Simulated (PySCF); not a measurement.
Molecule: Al2(mu-H)2(F)4, H2Al2F4, singlet. Atoms near the plane z = 0.0 Å, at the PBE0/def2-SVP optimised geometry (x, y, z in Å): Al2 (-0.4, -0.3, 0.0), H3 (-1.0, 1.3, 0.0), F7 (1.3, -0.3, 0.0), F8 (-1.3, -1.3, 1.0).

Calculation: PBE0/def2-TZVP (PySCF 2.14.0). Cells within 0.4 Å of a nucleus heavier than hydrogen are left out (blank, or x). The values are rescaled to run from 0 to 1.

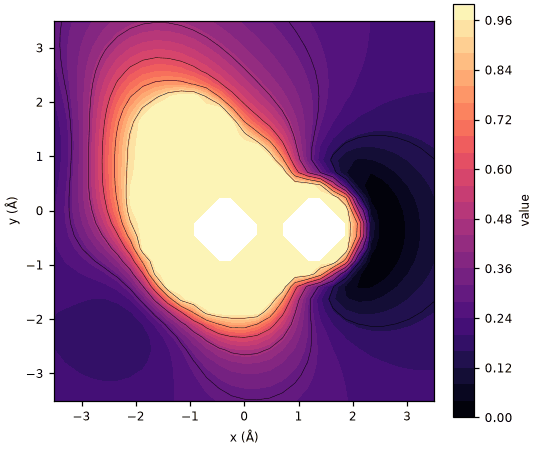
Fig. 1. a field on the plane z = 0.0 Å.

Q: Which quantity is mapped?
(A) Laplacian of the electron density
(B) an orbital amplitude
(C) electrostatic potential
(D) electron localisation function

A: C, electrostatic potential. In full: electrostatic potential (hartree/e), clipped to [-0.08, 0.12].
